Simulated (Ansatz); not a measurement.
**BGeH5 (SMILES [BH2][GeH3]): PBE0/aug-cc-pVDZ**

What is the vertical electron affinity of BGeH5 at PBE0/aug-cc-pVDZ? 

Program for the calculation: Ansatz 0.2.0.

48 further runs of the same task are left out: 48 set aside as unsound or not needed.

## (1) Starting point

BGeH5: 7 atoms, total charge 0, spin state singlet. SMILES: `[BH2][GeH3]`. Geometry: relaxed at PBE0-D4/def2-TZVP.

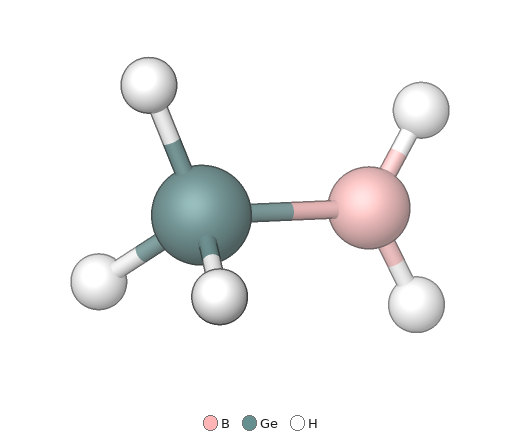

The structure, seen from a chosen angle (boron pink, germanium teal, hydrogen white).

## (2) A single-point energy at PBE0/aug-cc-pVDZ

job.yaml

```yaml
crystal:
  periodic: [false, false, false]
  atoms:
    - {symbol: B, position_ang: [0.007500, -1.219800, 0.268100]}
    - {symbol: Ge, position_ang: [0.048900, 0.786100, -0.183400]}
    - {symbol: H, position_ang: [-1.044400, -1.784600, 0.312800]}
    - {symbol: H, position_ang: [0.997700, -1.849300, 0.488600]}
    - {symbol: H, position_ang: [-0.601100, 1.019700, -1.562200]}
    - {symbol: H, position_ang: [-0.799800, 1.566200, 0.840700]}
    - {symbol: H, position_ang: [1.452500, 1.413700, -0.210300]}
basis:
  gaussian: {orbitals: aug-cc-pVDZ}
magnetization: {spin_polarized: false}
hamiltonian: {xc: pbe0}
accuracy: high
output: {orbitals: {seedname: orbitals}}
```

The run is started by

```
ansatz run job.yaml --threads 1 --pin off --max-ram 3480MiB --events-out events.jsonl --progress --plain --runs-dir runs
```

Output:

```text
Warning: RAYON_NUM_THREADS=1 ignored (pool sized by the plan → 1); use --threads N
Functional definition: PBE0
  name "PBE0"
  parameter a = 0.25
  parameter kappa = 0.804
  parameter beta = 0.06672455060314922
  exchange = (1 - a)*pbe_x(kappa = kappa, mu = beta*pi^2/3) + a*exact_x
  correlation = pbe_c(beta = beta)
2078 factors; integrals over basis functions are off by at most 4.6e-9 eV
mean field evaluation 1: about -57264.4304 eV, gradient 1.6e1 eV
mean field evaluation 2: about -57264.9734 eV, gradient 1.1e1 eV
mean field evaluation 4: about -57265.4325 eV, gradient 1.9e-1 eV
mean field evaluation 8: about -57265.4550 eV, gradient 1.1e-2 eV
mean field evaluation 16: about -57265.4550 eV, gradient 1.7e-7 eV
mean field -57265.45501340 eV, -2104.4666558229 hartree, gradient 2.8e-8 eV, S^2 0.000000; 0 other end points of the search recorded, 0 dependent functions left out
reference -57265.45502023 eV, -2104.4666560740 hartree; 21, 21 occupied and 83, 83 virtual orbitals, 2078 factors
Total energy: -57265.45502023 eV, -2104.4666560740 hartree
```

Run time: 5.1 s. Hardware: 1 thread of AMD EPYC 9R45 (Zen 5), shared host; peak memory 0.35 GiB.

## (3) The doublet anion at the same level

run.yaml

```yaml
crystal:
  periodic: [false, false, false]
  atoms:
    - {symbol: B, position_ang: [0.007500, -1.219800, 0.268100]}
    - {symbol: Ge, position_ang: [0.048900, 0.786100, -0.183400]}
    - {symbol: H, position_ang: [-1.044400, -1.784600, 0.312800]}
    - {symbol: H, position_ang: [0.997700, -1.849300, 0.488600]}
    - {symbol: H, position_ang: [-0.601100, 1.019700, -1.562200]}
    - {symbol: H, position_ang: [-0.799800, 1.566200, 0.840700]}
    - {symbol: H, position_ang: [1.452500, 1.413700, -0.210300]}
basis:
  gaussian: {orbitals: aug-cc-pVDZ}
total_charge: -1
magnetization: {spin_polarized: true, initial_magnetization: 1}
hamiltonian: {xc: pbe0}
accuracy: high
output: {orbitals: {seedname: orbitals}}
```

The run is started by

```
ansatz run run.yaml --threads 1 --pin off --max-ram 3480MiB --events-out events.jsonl --progress --plain --runs-dir runs
```

Output:

```text
Warning: RAYON_NUM_THREADS=1 ignored (pool sized by the plan → 1); use --threads N
Functional definition: PBE0
  name "PBE0"
  parameter a = 0.25
  parameter kappa = 0.804
  parameter beta = 0.06672455060314922
  exchange = (1 - a)*pbe_x(kappa = kappa, mu = beta*pi^2/3) + a*exact_x
  correlation = pbe_c(beta = beta)
2078 factors; integrals over basis functions are off by at most 4.6e-9 eV
mean field evaluation 1: about -57264.1784 eV, gradient 1.6e1 eV
mean field evaluation 2: about -57259.6221 eV, gradient 2.3e1 eV
mean field evaluation 4: about -57266.0456 eV, gradient 2.2e0 eV
mean field evaluation 8: about -57266.1169 eV, gradient 1.0e-1 eV
mean field evaluation 16: about -57266.1170 eV, gradient 1.5e-4 eV
mean field evaluation 32: about -57264.6950 eV, gradient 8.4e-1 eV
mean field -57266.11700706 eV, -2104.4909836411 hartree, gradient 6.7e-8 eV, S^2 0.754135; 3 other end points of the search recorded, 0 dependent functions left out
reference -57266.11701104 eV, -2104.4909837874 hartree; 22, 21 occupied and 82, 83 virtual orbitals, 2078 factors
Total energy: -57266.11701104 eV, -2104.4909837874 hartree
```

Wall time 9.6 s (1 thread of AMD EPYC 9R45 (Zen 5), shared host); peak memory 0.48 GiB.

## (4) Outcome

At PBE0/aug-cc-pVDZ:

```
                                         quantity           value
                      singlet BGeH5: total energy  -2104.46666 Eh
                       singlet BGeH5: HOMO energy        -8.36 eV
                       singlet BGeH5: LUMO energy        -2.42 eV
                     singlet BGeH5: HOMO–LUMO gap         5.94 eV
                      doublet anion: total energy  -2104.49098 Eh
doublet anion: HOMO energy (highest over α and β)         1.13 eV
 doublet anion: LUMO energy (lowest over α and β)         3.12 eV
                              doublet anion: ⟨S²⟩           0.754
vertical electron affinity (to the doublet anion)        0.662 eV
```

In words: At fixed nuclei the extra electron is bound by 0.66 eV (15.3 kcal/mol). The HOMO (doublet anion) lies at positive energy, 1.13 eV; only total energies tell whether the electron is bound.

The anion's highest level is positive in at least one run, so there the basis alone may hold the extra electron.
